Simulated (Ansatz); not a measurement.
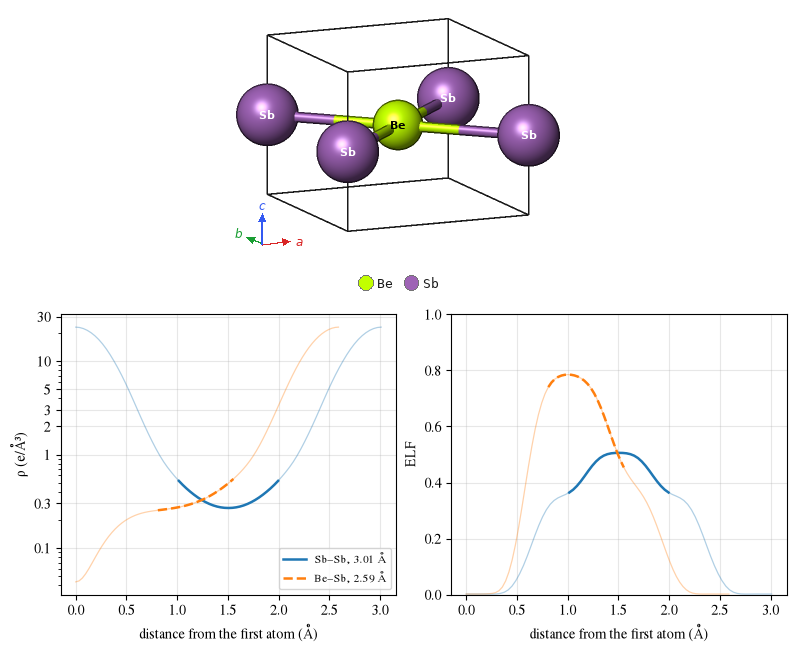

*BeSb. Valence pseudo-density and ELF along straight lines between neighbouring atoms. Thin, pale parts lie inside the atomic spheres. The structure is drawn too.*

Space group P4/mmm; a structure generated by program, which may or may not match a known phase; computed without spin polarisation.

Method: DFT PBE, scalar-relativistic, plane waves, PAW in Ansatz.

Core electrons are frozen (PAW), and the valence fields are smoothed inside the atomic spheres.

```
CELL_PARAMETERS angstrom
3.66270 0.00000 0.00000
0.00000 3.66270 0.00000
0.00000 0.00000 3.01093
ATOMIC_POSITIONS crystal
Be 0.50000 0.50000 0.50000
Sb 0.00000 0.00000 0.49992
```

Q: Compare the contacts.

A: Sb–Sb (3.01 Å): the density is about 0.27 e/Å³ at the midpoint; the ELF reaches about 0.50 near the midpoint.
Be–Sb (2.59 Å): ρ at the midpoint is about 0.35 e/Å³; the ELF peaks at about 0.80 between the atoms.
